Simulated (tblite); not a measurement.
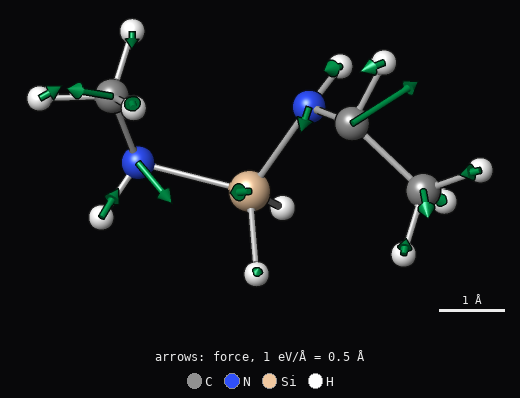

Starting geometry of C₃H₁₁N₂Si (multiplicity 2) with the computed forces as green arrows. A ball-and-stick model, seen at a tilt.

Method: tblite 0.8.0, GFN2-xTB geometry optimisation, gas phase. 

**Is this structure relaxed? If not, where do the atoms go?**

It isn't relaxed: the largest force vector, on a C atom, is 2.84 eV/Å. The final displacements follow the starting forces only in part (cosine between the two patterns 0.33). Over 170 geometry steps the energy falls by 1.246 eV. The largest move after the best rigid fit is that of an H atom, 1.54 Å. By element the largest moves are H 1.54 Å, C 0.82 Å, N 0.34 Å, Si 0.29 Å. Some distances before and after: N–Si 1.794 → 1.723 Å, C–C 1.518 → 1.479 Å, H–N 1.045 → 1.008 Å, C–H 1.112 → 1.076 Å. Bond angles that change, for instance: C–C–H 106.0° → 120.4°, C–N–Si 117.4° → 129.4°, Si–N–C 112.6° → 123.9°.
